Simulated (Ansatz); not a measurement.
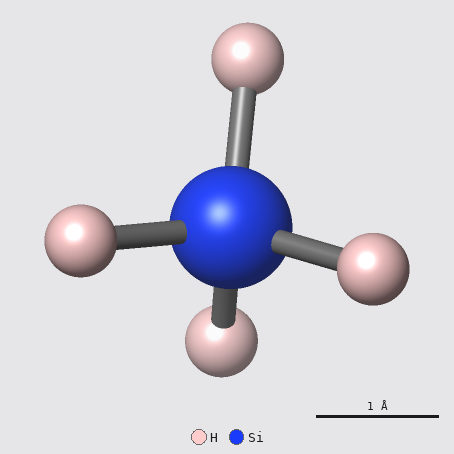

The picture shows a molecular structure as a ball-and-stick model.

The geometry was computed by an optimisation with PBE0-D4/def2-TZVP.

Give the formula.

SiH₄, 5 atoms: 1 silicon and 4 hydrogen.

How many atoms are distinct by symmetry?

2: 4 H, 1 Si.

How many bonds of each kind are drawn?

4 Si–H. Sticks follow a distance rule.

Give the symmetry (Schoenflies symbol).

Td.

More results for the same structure follow; atom numbers are the same in all pictures, views and colours differ.

### Electronic properties

Method: RKS PBE0-D4/def2-TZVPP (Ansatz 0.2.0).

Give the LUMO energy (Kohn–Sham orbital) at this level.

1.06 eV.

Estimate the HOMO energy (Kohn–Sham orbital).

−9.86 eV.

### Vibrations

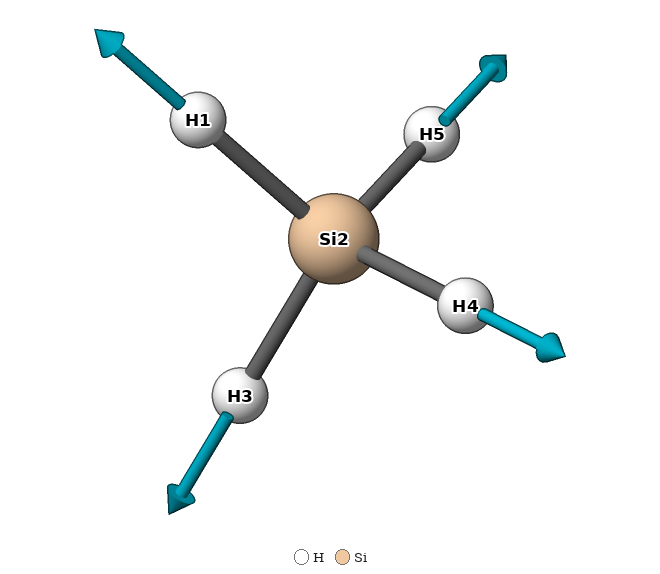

The arrows show one normal mode. Harmonic vibrations computed with RKS PBE0-D4/def2-TZVP (Ansatz 0.2.0) at a stationary point of the same level.

Describe the motion.

Mostly in-phase stretching of 4 Si–H bonds.

Estimate its harmonic wavenumber.

2235 cm⁻¹; it is mode 6 of 9 counted from the lowest.

### Charges

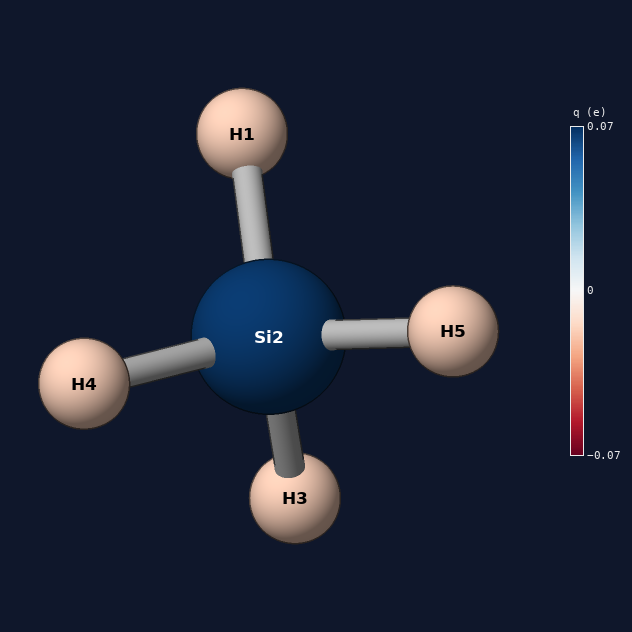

Atoms are coloured by their Mulliken charges. Properties computed with RKS PBE0-D4/def2-TZVP (Ansatz 0.2.0).

Give the Mulliken charges atom by atom.

```
atom  value (e)
  H1      −0.02
 Si2       0.07
  H3      −0.02
  H4      −0.02
  H5      −0.02
```

Mulliken values depend strongly on the basis set and can even reverse the polarity of a bond.
